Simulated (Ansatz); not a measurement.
SiNH5O and related structures: several calculations on one system

**1. Relaxation**

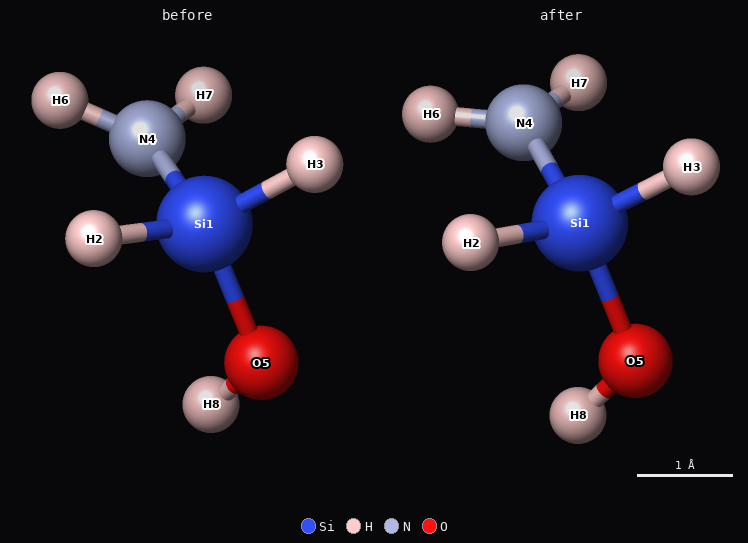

The structure of SiNH5O before (left) and after (right) a relaxation, at one scale.

Style: ball-and-stick. Shown from a free direction.

It is one of the separated products of a reaction.

The calculation used RKS PBE0-D4/def2-TZVP (Ansatz). Settings: force threshold 0.005 eV/Å; at most 200 steps.

> Summarise the run.

The largest move after the best rigid fit is that of H6, 0.20 Å. By element the largest moves are H 0.20 Å, N 0.19 Å, O 0.06 Å, Si 0.04 Å. Some distances before and after: Si1–O5 1.658 → 1.649 Å, Si1–N4 1.712 → 1.705 Å. Among the angles between lasting bonds that change: N4–Si1–O5 110.7° → 116.4°, H3–Si1–N4 113.8° → 110.3°, Si1–O5–H8 114.5° → 117.3°. The energy falls by 0.011 eV in 20 accepted moves (23 points after the start). Largest force component: 0.49 eV/Å at the start, 0.0047 eV/Å at the end. The line search rejected the trial steps at points 9, 17, 19 of the run. The forces were under the threshold at step 21, but the run went on from there.

**2. Relaxation**

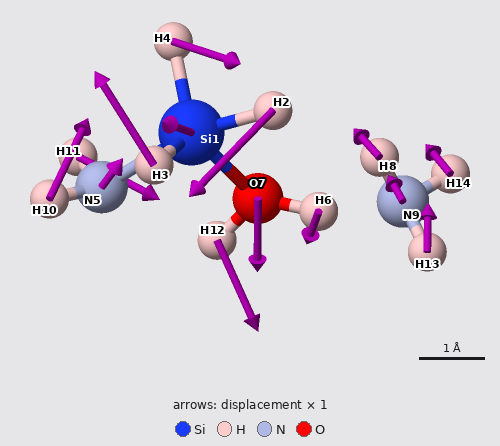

This is a relaxation of SiN2H10O (started from a transition state, displaced along its imaginary mode). The starting structure is drawn; purple arrows show the displacements, at their true length. The two geometries are superimposed by the best rigid fit.

Style: ball-and-stick. Shown from a free direction.

Level of theory: RKS PBE0-D4/def2-TZVP (Ansatz 0.2.0). (force threshold 0.005 eV/Å; at most 200 steps)

> Which element moves most?

Hydrogen: up to 2.12 Å, against 1.36 Å for oxygen.

> What did the optimiser do to the structure, and how much energy did it gain?

The atom that moves furthest after the best rigid fit is H2 (2.12 Å). Largest moves by element: H 2.12 Å, O 1.36 Å, Si 0.93 Å, N 0.60 Å. Some distances before and after: Si1–O7 1.849 → 3.853 Å, H6–N9 1.464 → 1.863 Å, Si1–N5 1.870 → 1.705 Å, Si1–H2 1.435 → 1.488 Å. Bonds break, among them: Si1–O7 (1.85 → 3.85 Å). Among the angles between lasting bonds that change: H2–Si1–N5 164.8° → 109.4°, H3–Si1–N5 89.8° → 109.5°, H6–O7–H12 125.5° → 106.1°. The energy falls by 120.9 kJ/mol in 48 accepted moves (50 points after the start). The largest force component goes from 2.2 to 0.002 eV/Å. The line search rejected the trial steps at points 13, 34 of the run.

**3. Reaction**

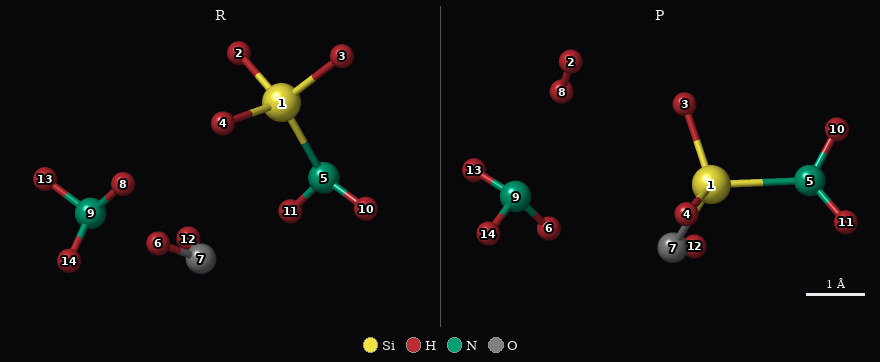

Reactant (R) and product (P) of one elementary step of SiN2H10O. Style: ball-and-stick. Shown from a free direction.

Stationary points at PBE0-D4/def2-TZVP, single-point energies with CCSD(T)/CBS, PBE-D4, BLYP-D4, BHLYP-D4 (def2-TZVPP where no basis is named; Ansatz 0.2.0). The energies are electronic, without zero-point or thermal terms, and both ends are the minima reached downhill from the saddle, with any fragments still in contact. CCSD(T)/CBS stands for a frozen-core estimate: MP2 correlation extrapolated from def2-TZVPP and def2-QZVPP, CCSD(T) minus MP2 from the smaller set.

R:
```xyz
14

Si   -0.4743   -0.4405   -1.8379
H     0.9660   -0.8130   -1.8613
H    -1.0871   -0.6761   -3.1717
H    -1.1262   -1.4273   -0.9062
N    -0.6256    1.2065   -1.4249
H     0.7288    0.7087    1.4558
O     0.8323    1.6322    1.1358
H    -0.2779   -1.3887    1.0920
N     0.2670   -1.0466    1.8772
H    -1.4943    1.6870   -1.5922
H    -0.1613    1.5399   -0.5825
H     1.7763    1.7917    1.0846
H     1.0116   -1.7134    2.0396
H    -0.3351   -1.0607    2.6916
```

P:
```xyz
14

Si   -0.3220    0.7496   -0.6900
H    -0.4398   -3.2281   -0.5254
H     0.6548   -0.1775   -1.3120
H    -1.4715    0.0425   -0.0842
N    -0.7582    1.8240   -1.9499
H     0.7963   -0.1905    1.8695
O     0.3266    1.5813    0.5898
H    -0.1755   -2.7301   -0.0303
N     0.7314   -1.2028    1.8728
H    -0.4596    1.6557   -2.8949
H    -1.5649    2.4236   -1.9093
H     0.9242    2.2896    0.3425
H     1.6480   -1.5711    2.0939
H     0.1103   -1.4663    2.6275
```

**What is the transition state like, and how high is the barrier?**

Counted by bonded pieces, R holds H₂O + NH₃ + SiH₅N and P holds H₂ + NH₃ + SiH₅NO. From R over the saddle to P, bonds form: Si1–O7 (3.85 → 1.78 → 1.66 Å), H2–H8 (3.26 → 1.49 → 0.75 Å), H6–N9 (1.86 → 1.16 → 1.01 Å). Bonds break: Si1–H2 (1.49 → 1.65 → 3.98 Å), H6–O7 (0.98 → 1.33 → 2.24 Å), H8–N9 (1.02 → 1.06 → 2.60 Å). The saddle has one imaginary mode, 407i cm⁻¹. With CCSD(T)/CBS the barrier is 30.4 kcal/mol from R and 42.8 kcal/mol from P, and P lies 12.4 kcal/mol below R.

```tsv
level	barrier from R (kcal/mol)	barrier from P (kcal/mol)	P less R (kcal/mol)
CCSD(T)/CBS	30.4	42.8	−12.4
PBE-D4	23.9	32.6	−8.6
BLYP-D4	28.7	39.7	−10.9
BHLYP-D4	32.9	44.8	−11.9
```

Against CCSD(T)/CBS, BLYP-D4 comes closest on the barrier from R (−1.7 kcal/mol) and PBE-D4 misses most (−6.5 kcal/mol).

Saddle geometry:

```xyz
14

Si   -0.5357    0.0573   -0.9666
H    -0.4081   -1.4089   -0.2298
H     0.3058   -0.4916   -2.0867
H    -2.0224   -0.1269   -1.0217
N    -0.4042    1.7657   -1.5769
H     0.6300   -0.2048    1.4285
O     0.1198    0.6739    0.5715
H     0.3112   -1.7241    1.0330
N     0.8145   -1.2741    1.8514
H    -0.1427    1.8290   -2.5503
H    -1.2105    2.3604   -1.4349
H     0.4124    1.5709    0.3624
H     1.7853   -1.5585    1.8933
H     0.3447   -1.4685    2.7269
```

The saddle point in the same view, with dashed sticks for the bonds that form or break:

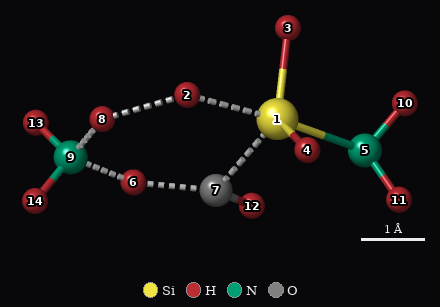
